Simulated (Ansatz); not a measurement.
**LiBr (SMILES [Li][Br]): density, localisation and related maps**

```xyz
2

Li   -0.9103    0.2777   -0.4761
Br    0.9397   -0.3379    0.4801
```

Geometry: PBE0-D4/def2-TZVP.

Method: isolated molecule in a Gaussian basis; Hartree-Fock in Ansatz.

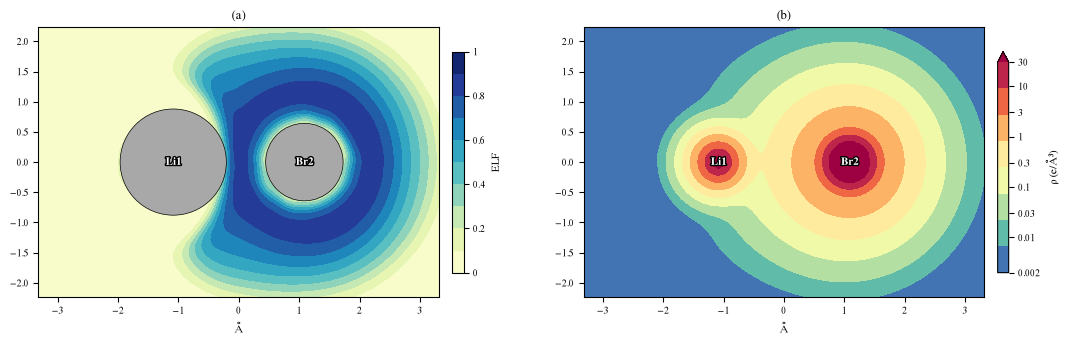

Figure 1. (a) ELF; (b) total electron density on a plane that holds the molecular axis. Grey discs cover the atomic cores in the ELF map.

What do the fields say about this system?

Answer. The plane passes through Li and Br nuclei.
Li–Br (2.17 Å): ρ is about 0.58 e/Å³ halfway; the ELF peaks at about 0.85 in the valence shell of Br, 1.1 Å from its nucleus, and falls to about 0.15 next to Li: an ionic contact with no shared pair.

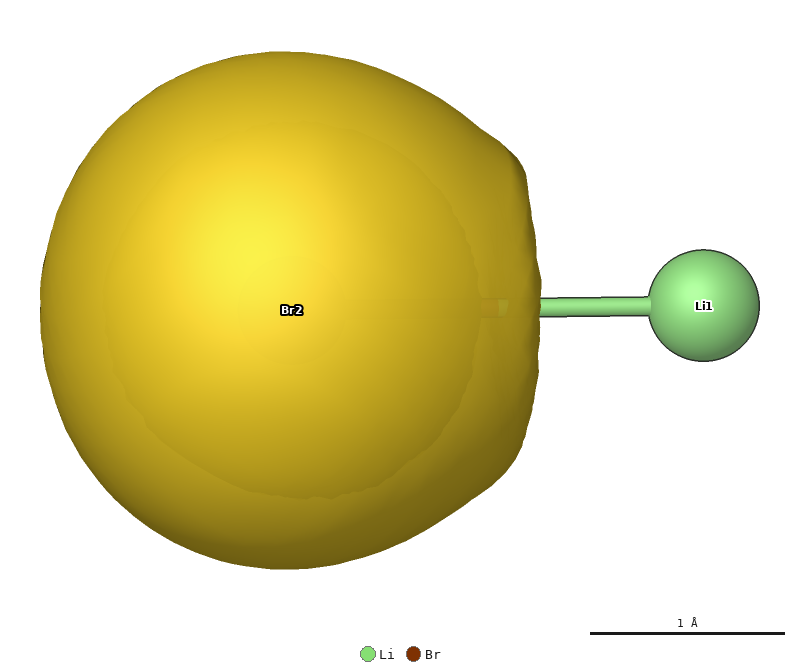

Figure 2. Isosurface of the electron localisation function at 0.8 (yellow), seen from one side. Only the valence region is drawn (cores and ρ < 0.01 e/Å³ removed).

What do the ELF domains correspond to?

Answer. The surface consists of one region wrapped around Br (its valence shell).

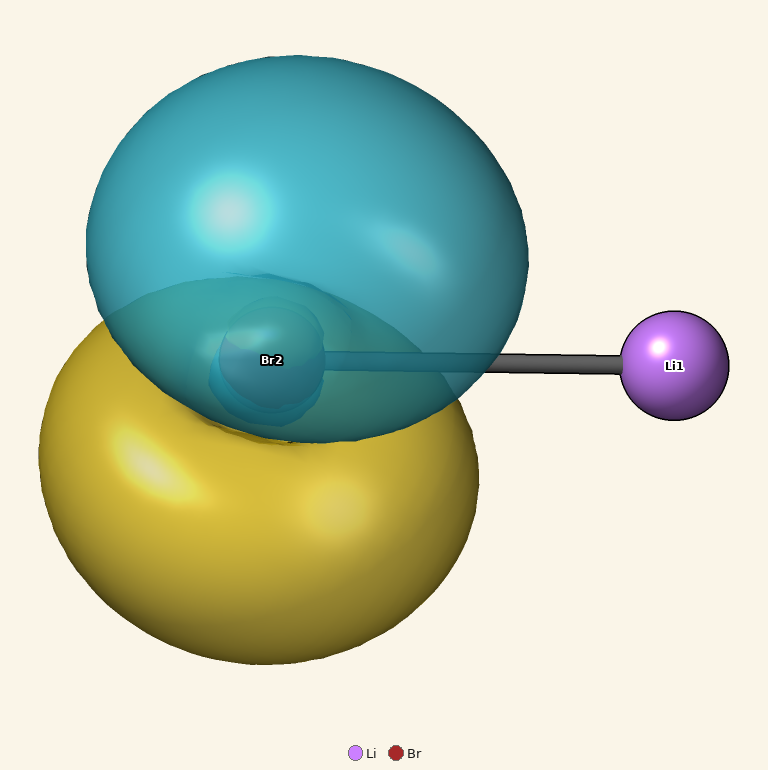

Figure 3. The HOMO at ±0.15 Å⁻³ᐟ² (yellow and cyan are the two phases), seen from one side.

Where does this orbital lie, and at what energy?

Answer. Its weight (Hirshfeld) is mainly on Br2 (about 95 %). It is one of a degenerate set, so its orientation is arbitrary. Its energy is −9.35 eV.
